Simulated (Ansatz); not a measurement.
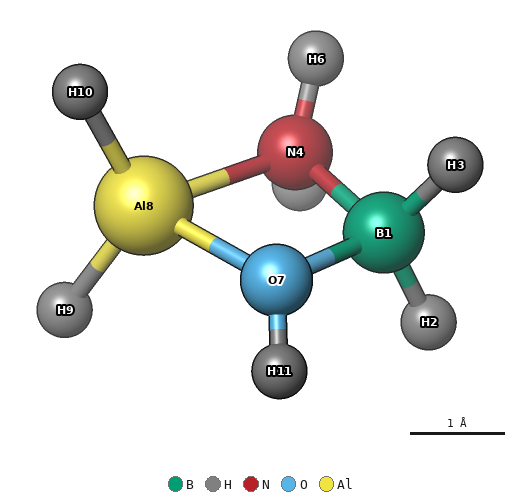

Figure 1. The input geometry (ball-and-stick view, seen at a tilt; atoms are numbered from 1 in the order of the input). Sticks mark near contacts.

## Nudged elastic band, with input and output: AlBNH$_{7}$O (part 1 of 2)

The run: nudged elastic band of AlBNH$_{7}$O. Method and program: RKS BLYP-D4/6-31G* (Ansatz 0.2.0).

The run did not end well. It belongs to a series of runs on one base structure; here: band between the two ends.

### The program's output
```
Engine: ansatz 0.2.0, aarch64-unknown-linux-gnu
Functional definition: BLYP
  parameter beta = 0.0042
  parameter a = 0.04918
  parameter b = 0.132
  parameter c = 0.2533
  parameter d = 0.349
  exchange = b88_x(beta = beta)
  correlation = lyp_c(a = a, b = b, c = c, d = d)
984 factors; their error is unknown
mean field evaluation 1: about -10914.5538 eV, gradient 7.3e1 eV
mean field evaluation 2: about -10885.8067 eV, gradient 1.4e2 eV
mean field evaluation 4: about -10924.7066 eV, gradient 8.7e0 eV
mean field evaluation 8: about -10924.8029 eV, gradient 2.3e-1 eV
mean field evaluation 16: about -10924.8030 eV, gradient 1.3e-5 eV
mean field -10924.80303722 eV, -401.4791065203 hartree, gradient 1.3e-5 eV, S^2 0.000000; 0 other end points of the search recorded, 0 dependent functions left out
the calculation of the forces begins
reference -10924.80340926 eV, -401.4791201925 hartree; 20, 20 occupied and 58, 58 virtual orbitals, 984 factors
984 factors; their error is unknown
mean field evaluation 32: about -10924.8282 eV, gradient 3.6e-5 eV
mean field -10924.82823301 eV, -401.4800324485 hartree, gradient 3.6e-5 eV, S^2 0.000000; 0 other end points of the search recorded, 0 dependent functions left out
[... from here on the field's lines of each further geometry are left out, up to the last ...]
NEB iter   1: max|band force component| = 3.548e1 eV/Å  barrier→ = 7.9235 eV  barrier← = 7.8550 eV  Δτ_max = 0.2000 Å  (293 SCF iters)
NEB iter   2: max|band force component| = 5.148e0 eV/Å  barrier→ = 3.5203 eV  barrier← = 3.4518 eV  Δτ_max = 0.2000 Å  (302 SCF iters)
NEB iter   3: max|band force component| = 2.648e0 eV/Å  barrier→ = 3.1718 eV  barrier← = 3.1032 eV  Δτ_max = 0.2000 Å  (267 SCF iters)
NEB iter   4: max|band force component| = 2.647e0 eV/Å  barrier→ = 2.8511 eV  barrier← = 2.7826 eV  Δτ_max = 0.1005 Å  (276 SCF iters)
NEB iter   5: max|band force component| = 2.025e0 eV/Å  barrier→ = 2.7000 eV  barrier← = 2.6314 eV  Δτ_max = 0.2000 Å  (256 SCF iters)
NEB iter   6: max|band force component| = 8.898e-1 eV/Å  barrier→ = 2.3737 eV  barrier← = 2.3052 eV  Δτ_max = 0.1989 Å  (261 SCF iters)
NEB iter   7: max|band force component| = 7.593e-1 eV/Å  barrier→ = 2.1487 eV  barrier← = 2.0801 eV  Δτ_max = 0.1991 Å  (258 SCF iters)
NEB iter   8: max|band force component| = 1.284e0 eV/Å  barrier→ = 1.9421 eV  barrier← = 1.8736 eV  Δτ_max = 0.1005 Å  (266 SCF iters)
NEB iter   9: max|band force component| = 5.990e-1 eV/Å  barrier→ = 1.8449 eV  barrier← = 1.7764 eV  Δτ_max = 0.1993 Å  (258 SCF iters)
NEB iter  10: max|band force component| = 5.357e-1 eV/Å  barrier→ = 1.7147 eV  barrier← = 1.6462 eV  Δτ_max = 0.2000 Å  (271 SCF iters)
NEB iter  11: max|band force component| = 7.432e-1 eV/Å  barrier→ = 1.5017 eV  barrier← = 1.4332 eV  Δτ_max = 0.1009 Å  (266 SCF iters)
NEB iter  12: max|band force component| = 7.532e-1 eV/Å  barrier→ = 1.4103 eV  barrier← = 1.3418 eV  Δτ_max = 0.1007 Å  (259 SCF iters)
NEB iter  13: max|band force component| = 6.499e-1 eV/Å  barrier→ = 1.3031 eV  barrier← = 1.2346 eV  Δτ_max = 0.1008 Å  (259 SCF iters)
NEB iter  14: max|band force component| = 5.382e-1 eV/Å  barrier→ = 1.1662 eV  barrier← = 1.0976 eV  Δτ_max = 0.1001 Å  (258 SCF iters)
NEB iter  15: max|band force component| = 6.735e-1 eV/Å  barrier→ = 1.0578 eV  barrier← = 0.9893 eV  Δτ_max = 0.1003 Å  (257 SCF iters)
NEB iter  16: max|band force component| = 7.114e-1 eV/Å  barrier→ = 1.1014 eV  barrier← = 1.0328 eV  Δτ_max = 0.1012 Å  (255 SCF iters)
NEB iter  17: max|band force component| = 7.562e-1 eV/Å  barrier→ = 1.1257 eV  barrier← = 1.0572 eV  Δτ_max = 0.1001 Å  (258 SCF iters)
NEB iter  18: max|band force component| = 6.530e-1 eV/Å  barrier→ = 1.1370 eV  barrier← = 1.0684 eV  Δτ_max = 0.1001 Å  (260 SCF iters)
NEB iter  19: max|band force component| = 5.373e-1 eV/Å  barrier→ = 1.1422 eV  barrier← = 1.0737 eV  Δτ_max = 0.2000 Å  (260 SCF iters)
NEB iter  20: max|band force component| = 5.781e-1 eV/Å  barrier→ = 1.1164 eV  barrier← = 1.0479 eV  Δτ_max = 0.1993 Å  (260 SCF iters)
NEB iter  21: max|band force component| = 5.906e-1 eV/Å  barrier→ = 1.0606 eV  barrier← = 0.9921 eV  Δτ_max = 0.2000 Å  (258 SCF iters)
NEB iter  22: max|band force component| = 7.616e-1 eV/Å  barrier→ = 0.9881 eV  barrier← = 0.9196 eV  Δτ_max = 0.1001 Å  (256 SCF iters)
NEB iter  23: max|band force component| = 7.370e-1 eV/Å  barrier→ = 1.1657 eV  barrier← = 1.0972 eV  Δτ_max = 0.1007 Å  (258 SCF iters)
NEB iter  24: max|band force component| = 6.934e-1 eV/Å  barrier→ = 1.4510 eV  barrier← = 1.3825 eV  Δτ_max = 0.0999 Å  (256 SCF iters)
NEB iter  25: max|band force component| = 7.151e-1 eV/Å  barrier→ = 1.6869 eV  barrier← = 1.6184 eV  Δτ_max = 0.0998 Å  (261 SCF iters)
NEB iter  26: max|band force component| = 7.424e-1 eV/Å  barrier→ = 1.9391 eV  barrier← = 1.8706 eV  Δτ_max = 0.1999 Å  (267 SCF iters)
NEB iter  27: max|band force component| = 9.178e-1 eV/Å  barrier→ = 2.2864 eV  barrier← = 2.2179 eV  Δτ_max = 0.2000 Å  (259 SCF iters)
NEB iter  28: max|band force component| = 1.549e0 eV/Å  barrier→ = 3.1438 eV  barrier← = 3.0753 eV  Δτ_max = 0.1981 Å  (258 SCF iters)
NEB iter  29: max|band force component| = 1.867e0 eV/Å  barrier→ = 3.5015 eV  barrier← = 3.4330 eV  Δτ_max = 0.1965 Å  (257 SCF iters)
NEB iter  30: max|band force component| = 2.190e0 eV/Å  barrier→ = 4.1081 eV  barrier← = 4.0396 eV  Δτ_max = 0.1893 Å  (262 SCF iters)
NEB iter  31: max|band force component| = 1.588e0 eV/Å  barrier→ = 4.2008 eV  barrier← = 4.1323 eV  Δτ_max = 0.1972 Å  (259 SCF iters)
NEB iter  32: max|band force component| = 1.317e0 eV/Å  barrier→ = 4.6954 eV  barrier← = 4.6268 eV  Δτ_max = 0.2000 Å  (264 SCF iters)
NEB iter  33: max|band force component| = 1.920e0 eV/Å  barrier→ = 4.6678 eV  barrier← = 4.5993 eV  Δτ_max = 0.0997 Å  (263 SCF iters)
NEB iter  34: max|band force component| = 2.716e0 eV/Å  barrier→ = 3.9855 eV  barrier← = 3.9170 eV  Δτ_max = 0.0926 Å  (265 SCF iters)
NEB iter  35: max|band force component| = 2.292e0 eV/Å  barrier→ = 3.3865 eV  barrier← = 3.3180 eV  Δτ_max = 0.0993 Å  (250 SCF iters)
NEB iter  36: max|band force component| = 1.899e0 eV/Å  barrier→ = 2.8107 eV  barrier← = 2.7422 eV  Δτ_max = 0.1002 Å  (242 SCF iters)
NEB iter  37: max|band force component| = 1.614e0 eV/Å  barrier→ = 2.4844 eV  barrier← = 2.4158 eV  Δτ_max = 0.2000 Å  (258 SCF iters)
NEB iter  38: max|band force component| = 1.851e0 eV/Å  barrier→ = 1.9944 eV  barrier← = 1.9259 eV  Δτ_max = 0.1001 Å  (266 SCF iters)
NEB iter  39: max|band force component| = 1.613e0 eV/Å  barrier→ = 1.7081 eV  barrier← = 1.6395 eV  Δτ_max = 0.2000 Å  (249 SCF iters)
NEB iter  40: max|band force component| = 1.215e0 eV/Å  barrier→ = 1.2760 eV  barrier← = 1.2075 eV  Δτ_max = 0.2000 Å  (255 SCF iters)
NEB iter  41: max|band force component| = 1.564e0 eV/Å  barrier→ = 0.7331 eV  barrier← = 0.6646 eV  Δτ_max = 0.1005 Å  (259 SCF iters)
NEB iter  42: max|band force component| = 1.082e0 eV/Å  barrier→ = 0.7271 eV  barrier← = 0.6586 eV  Δτ_max = 0.1017 Å  (259 SCF iters)
NEB iter  43: max|band force component| = 1.137e0 eV/Å  barrier→ = 0.7634 eV  barrier← = 0.6949 eV  Δτ_max = 0.1008 Å  (259 SCF iters)
NEB iter  44: max|band force component| = 9.005e-1 eV/Å  barrier→ = 0.8081 eV  barrier← = 0.7395 eV  Δτ_max = 0.2000 Å  (255 SCF iters)
NEB iter  45: max|band force component| = 1.014e0 eV/Å  barrier→ = 0.9013 eV  barrier← = 0.8328 eV  Δτ_max = 0.1006 Å  (262 SCF iters)
NEB iter  46: max|band force component| = 3.600e-1 eV/Å  barrier→ = 0.9485 eV  barrier← = 0.8800 eV  CI = image 1  Δτ_max = 0.2000 Å  (261 SCF iters)
NEB iter  47: max|band force component| = 5.904e-1 eV/Å  barrier→ = 1.0937 eV  barrier← = 1.0252 eV  CI = image 1  Δτ_max = 0.1012 Å  (250 SCF iters)
NEB iter  48: max|band force component| = 3.287e-1 eV/Å  barrier→ = 1.1589 eV  barrier← = 1.0904 eV  CI = image 1  Δτ_max = 0.0997 Å  (261 SCF iters)
NEB iter  49: max|band force component| = 2.577e0 eV/Å  barrier→ = 1.3167 eV  barrier← = 1.2482 eV  CI = image 3  Δτ_max = 0.1004 Å  (256 SCF iters)
NEB iter  50: max|band force component| = 3.270e0 eV/Å  barrier→ = 1.2075 eV  barrier← = 1.1390 eV  CI = image 3  Δτ_max = 0.2000 Å  (258 SCF iters)
NEB iter  51: max|band force component| = 3.648e0 eV/Å  barrier→ = 1.4431 eV  barrier← = 1.3746 eV  CI = image 3  Δτ_max = 0.2000 Å  (248 SCF iters)
the calculation of the forces begins
reference -10924.80493958 eV, -401.4791764307 hartree; 20, 20 occupied and 58, 58 virtual orbitals, 984 factors
these checks for a lower state are left out or cut short: starts, cluster_reference, orbital_swaps, neighbouring_geometries, increment
984 factors; their error is unknown
mean field evaluation 3424: about -10924.7642 eV, gradient 2.6e-5 eV
mean field -10924.76423546 eV, -401.4776805821 hartree, gradient 2.6e-5 eV, S^2 0.000000; 0 other end points of the search recorded, 0 dependent functions left out
the calculation of the forces begins
reference -10924.76461809 eV, -401.4776946434 hartree; 20, 20 occupied and 58, 58 virtual orbitals, 984 factors
NEB iter  52: max|band force component| = 2.651e0 eV/Å  barrier→ = 2.1256 eV  barrier← = 2.0570 eV  CI = image 3  Δτ_max = 0.2000 Å  (257 SCF iters)
```

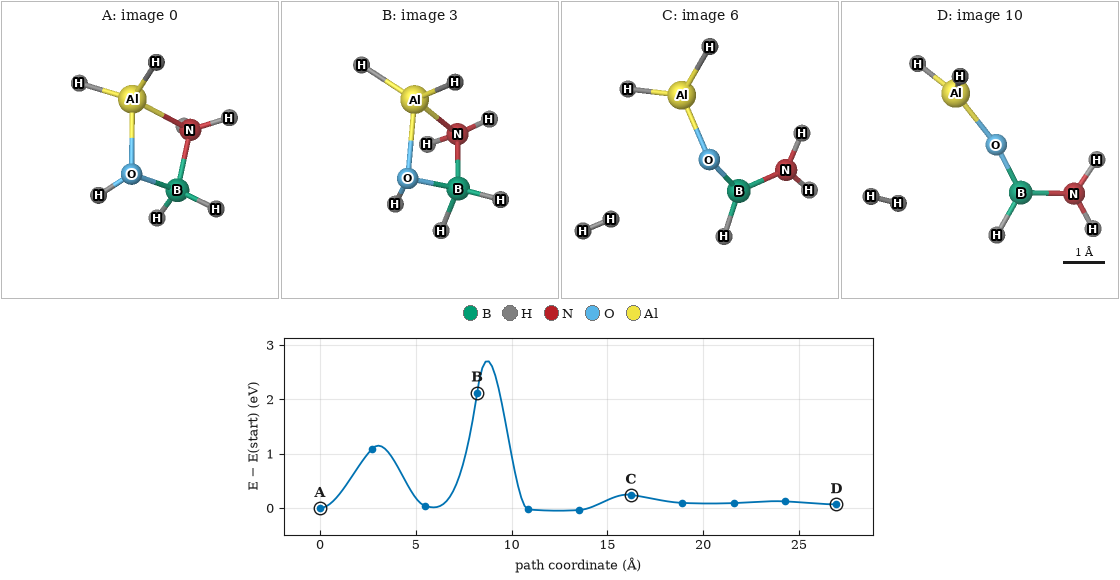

Figure 2. Images of the last band (counted from 0; ball-and-stick, seen at a tilt) above the energy along the path; the line is a cubic interpolation that uses the forces. The highest image is number 3, 2.126 eV above the start and 2.057 eV above the end (the climbing image); the end lies 0.069 eV above the start. The path is 26.96 Å long. The band had not converged after 52 iterations.

```
Unfinished report: {"positions_ang":[[0.024475897182608564,0.5795517401189528,-0.09533034076186352],[0.502673034520307,-0.31977000758758595,0.8562741449821716],[0.6687818039642235,0.5015132986233988,-1.0914268474630708],[-1.5710059187713372,0.24310964647825867,-0.24275073620381518],[-1.775460067522029,-0.12680992057193857,0.6983871100566449],[-2.0029813396126603,-0.4177265387243639,-0.9126936996834036],[-0.12669994785336122,1.7137957584426253,0.7586023680638335],[-1.8553181478661893,2.2301714702433215,0.00734353337851474],[-1.5345512655716071,2.998677232169494,-1.3714426834917222],[-2.9927612026480443,2.7314088523112283,1.0136570005355976],[-0.03785584582191105,0.8070764684966082,1.5096801505871147]],"unchecked":["starts","cluster_reference","orbital_swaps","neighbouring_geometries","increment"],"mean_field":{"relativity":"none","state":{"energy":{"ev":-10922.667217636756,"hartree":-401.40061659839824},"converged":true,"gradient_ev":0.000017026615807009534,"stability":{"kind":"minimum","curvature_ev":87.78208621205015},"curvature_floor_ev":0.00030000000000000003,"spin_squared":0.0},"others":[],"fillings":{"estimated":0,"unestimated":0,"tried":0,"untried":0,"excluded_magnetic_sites":0},"n_dropped_functions":0,"n_trapped_functions":0,"passes":{"evaluations":5,"products":30},"factors":{"origin":"density fitting in generated functions","count":984,"bound_ev":null},"gradient_stop_ev":0.00009,"reference_kind":"stationary","functional":{"name":"BLYP","citations":["Becke, Phys. Rev. A 38, 3098 (1988) doi:10.1103/PhysRevA.38.3098","Lee, Yang & Parr, Phys. Rev. B 37, 785 (1988) doi:10.1103/PhysRevB.37.785"],"text":"name \"BLYP\"\ncite \"Becke, Phys. Rev. A 38, 3098 (1988) doi:10.1103/PhysRevA.38.3098\"\ncite \"Lee, Yang & Parr, Phys. Rev. B 37, 785 (1988) doi:10.1103/PhysRevB.37.785\"\nparameter beta = 0.0042\nparameter a = 0.04918\nparameter b = 0.132\nparameter c = 0.2533\nparameter d = 0.349\nexchange = b88_x(beta = beta)\ncorrelation = lyp_c(a = a, b = b, c = c, d = d)\n","parameters":{"a":{"value":0.04918,"default":0.04918},"b":{"value":0.132,"default":0.132},"beta":{"value":0.0042,"default":0.0042},"c":{"value":0.2533,"default":0.2533},"d":{"value":0.349,"default":0.349}},"final_grid":{"core_spheres":13.0,"valence_spheres":11.0,"degree":36.0},"final_grid_parameter_source":"default","radial_points_factor":1.0,"radial_grid_error_ev":9.346635839739679e-7,"grid_sensitivity":"normal","grid_sensitivity_ratio":0.0018663373341989008},"unsmoothed_excess_ev":-0.00036852338787592576,"symmetry":{"irreps":["A"],"axes":[[0.8623614482378321,-0.054824248453162645,-0.5033160382649203],[-0.15825236570393028,0.9151207182998182,-0.3708237582565797],[0.48092506832380694,0.3994350669632934,0.7804887609298232]],"occupied":[{"A":20},{"A":20}]},"density_repulsion":{"missed_ev":0.00010378273315794077,"excess_ev":0.00010378273315794077,"most_excess_ev":0.00052,"are_drawn_again":false,"n_first_factors":984,"energy_change_ev":0.0,"n_dropped_ends":0},"direct_passes":"host"},"factors":{"origin":"density fitting in generated functions","count":984,"bound_ev":null},"n_frozen":0,"n_occupied":[20,20],"n_virtual":[58,58],"reference":{"ev":-10922.667217636756,"hartree":-401.40061659839824},"dispersion":{"energy":{"ev":-0.44863777129111815,"hartree":-0.01648713399734512},"switches_in_reach":[]},"total":{"ev":-10923.115855408047,"hartree":-401.41710373239556},"forces_ev_per_angstrom":[[0.2496316001747705,-4.074553434249246,-0.11905435672503015],[-0.25695087255039534,0.13227946474624203,-0.9398043573768663],[0.07606691634198474,0.42464442348108355,-0.38323960307372823],[-0.41364297960984836,-0.1013275529091692,0.08220497252800947],[-0.4102260256046991,-0.29963156147852166,-0.29751962418018435],[0.3803747647582917,0.2944483723733725,-0.024833234259525834],[0.023774594141576837,1.0646685801338096,3.354631344155827],[0.3085788912808701,-0.040966962124112064,-0.2550079967265502],[-0.05557269211714544,-0.10581247104742314,0.20868323760764687],[0.08561926814414676,-0.17275351910282188,0.05575605574589586],[0.012346535027062133,2.879004660179896,-1.6818164376901752]],"charge_distribution":{"dipole_moment_e_ang":[-0.3994169798130849,-0.4903471013871727,0.20629358092872918],"mulliken_charges_e":[0.240931838693899,-0.15112619163474905,-0.03099109458579763,-0.7537212212712028,0.3231145752295347,0.32010003802531695,-0.5552776842143956,0.4207748891120868,-0.09580143108578465,-0.09966079371090597,0.3816570754420322],"lowdin_charges_e":[-0.43437418737883604,-0.04880197930324237,0.024592973293047327,-0.2407755285408939,0.25134643846289295,0.24799199689355023,-0.0702450152972176,0.06349373667418057,-0.08466960674489377,-0.09083965062374588,0.38228082256520224]},"n_threads":1,"memory_gib":1.7045454550534487,"seconds":{"hamiltonian":2.554962289,"orbitals":0.0,"second_order":0.0,"solver_start":0.0,"cycles":0.0,"cycle":0.0,"perturbative":0.0,"full_ci_increment":0.0,"forces":0.0}}
this run last wrote the band of iteration 52 to [file]
Error: NEB band did not converge after 52 iterations: max|band force component| = 2.65e0 eV/Å (threshold 5.0e-2); raise `neb.max_iterations` in a new run, which can start from the last band evaluated (`neb.initial_path`, with `crystal.atoms` and `neb.final_atoms` set to its first and last images), add images, or start from endpoints closer to local minima. Where this run's directory can be resumed (`checkpoint.write`), a resume goes on for up to `neb.max_iterations` more; to start a new run from the last band, take its images' positions from the `neb_iteration` event of iteration 52 (`data.images[].positions_ang`), in the event stream of the run that computed that iteration (not this run's, if it was resumed behind it). With `checkpoint.write`, `steps/00-neb/state/checkpoint.json` in the run directory holds the last saved band, under `neb.evaluated.images[].positions_ang` (a band under a hybrid functional on support functions is neither saved nor resumed: `neb.initial_path` says where its path is): check the last entry of `neb.iterations` there, which is earlier than 52 if that iteration was not saved or its write failed. If the band's step has no `state` directory and holds `state.next`, a write was cut short, and the file is under `state.next` instead (behind a loss of power it can be under `state.prev`)
this run wrote the band of iteration 52 to [file] as well, whether or not its events were kept: a new run's `neb.initial_path` can list its `images[].positions_ang`
a run's events are kept only if it was started with --events-out <file>, and are in that file
```

### The last band as extended XYZ (Å, eV, eV/Å)
```
11
Properties=species:S:1:pos:R:3:forces:R:3 image=0 energy=-10925.24104
B    -0.0660    0.2337    0.1836    0.0016  -0.0232  -0.0220
H    -0.2535   -0.7566    0.8564    0.0045   0.0113  -0.0009
H     0.9879    0.3077   -0.4035   -0.0134   0.0067   0.0214
N    -1.3055    0.5026   -0.8164   -0.0070  -0.0047   0.0123
H    -1.9881   -0.2639   -0.8128    0.0041   0.0066  -0.0040
H    -1.0128    0.6455   -1.7893    0.0015   0.0066   0.0073
O    -0.2492    1.5333    1.1084    0.0012   0.0033  -0.0072
Al   -1.8221    2.1183    0.2218    0.0193  -0.0046  -0.0066
H    -3.1135    1.8632    1.1301   -0.0033  -0.0025   0.0067
H    -1.5945    3.4634   -0.6026   -0.0027  -0.0016   0.0010
H    -0.2834    1.2939    2.0547   -0.0058   0.0021  -0.0082
```
